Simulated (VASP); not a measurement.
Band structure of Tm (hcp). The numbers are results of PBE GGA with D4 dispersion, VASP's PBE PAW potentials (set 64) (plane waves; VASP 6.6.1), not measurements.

The 4f electrons are frozen in the core of the lanthanide potential, so 4f levels, which can set the real gap, and their magnetism are missing.

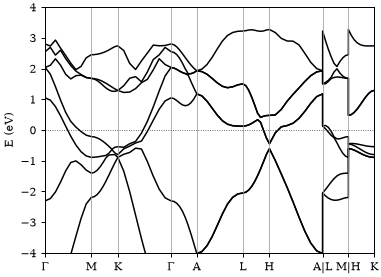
*Bands along high-symmetry lines, zero at the valence-band maximum or, without a gap, the Fermi level*

Problem. Read the plot: is there a gap, and where are the band edges?

Solution. It has no gap at this level: it comes out as a metal or semimetal. (Edges off the drawn lines would not show.)

The compound is Tm in the hcp structure. It was relaxed first.
